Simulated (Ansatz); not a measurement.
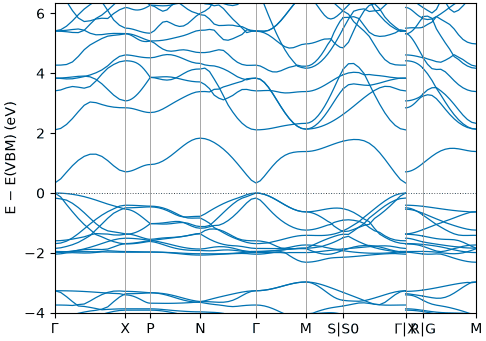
Band structure from DFT-r²SCAN in the program Ansatz with PAW potentials

Problem. Read off the gap and where the band edges lie.

Solution. About 0.3 eV (0.33 eV by a search for the band edges); maximum at Γ, minimum at Γ.

The material is ZnCu2SnS4 in space group I-42m (No. 121; Zn on 2a, Cu on 4d, Sn on 2b, S on 8i).

The first step of the workflow began from a Materials Project structure, measured or hypothetical; the Crystallography Open Database copy checked does not list it. It is not the phase usual at ambient conditions (space group No. 82). The cell was relaxed with r²SCAN under the symmetry of its start; its stability against distortions is not shown here. The run is not spin-polarised. Spin–orbit coupling is left out wherever it is not named.

Potentials: the later of the program's two PAW sets.
